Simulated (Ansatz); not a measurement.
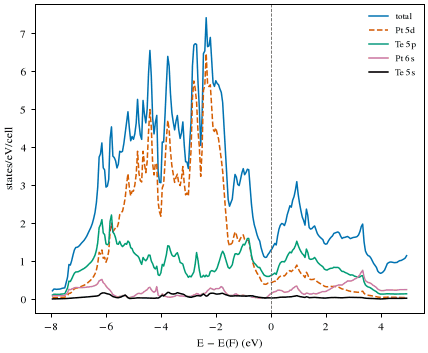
Figure. Total and projected density of states of TePt in space group Pmma (No. 51; Pt on 2e, Te on 2f), the program Ansatz at the r²SCAN level (PAW)

Question: Which orbitals carry the states next to the Fermi level?

Answer: Within 0.5 eV of the Fermi level: Te 5p 50 %, Pt 5d 34 %, Pt 6s 8 %. Projections are on Löwdin-orthogonalised atomic valence shells; empty p or d shells of many metals are not among them.

Question: Where is the tallest occupied peak in this window, and what makes it?

Answer: Near -2.3 eV, about 7.4 states/eV per cell; the largest projected share is Pt 5d.

The start of the workflow was typed in or built on a structure type; neither database checked (COD, Materials Project) lists it. COD files the formula under space group No. 166, 194. Its standing as an ambient phase is unchecked. The r²SCAN relaxation kept the symmetry of its start; whether a distortion lowers the energy is not shown. No spin polarisation was allowed. The volume moved by 26 % from the start of the relaxation. Scalar-relativistic: spin–orbit coupling is off unless named, which matters more the heavier the elements.

Potentials: the later of the program's two PAW sets.
